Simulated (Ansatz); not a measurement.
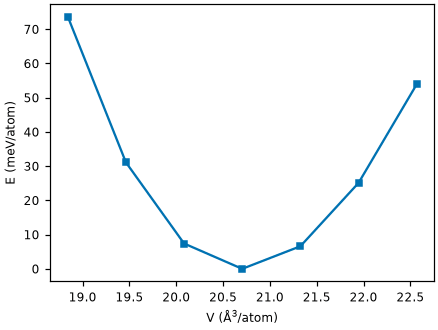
Figure. ZrTa in space group Pmma (No. 51; Ta on 2e, Zr on 2f) under volume change, PBE in the plane-wave PAW code Ansatz, shape and atoms relaxed at each volume.

Task: What does a third-order Birch–Murnaghan fit give for V₀, B₀ and B′?

Result: V₀ = 20.71 Å³/atom, B₀ = 119 GPa, B′ = 4.1.

The start of the workflow was typed in or built on a structure type; neither database checked (COD, Materials Project) lists it. Its standing as an ambient phase is unchecked. The cell was relaxed with PBE under the symmetry of its start; its stability against distortions is not shown here. No spin polarisation was allowed. Spin–orbit coupling is left out wherever it is not named.

Potentials: the later of the program's two PAW sets.
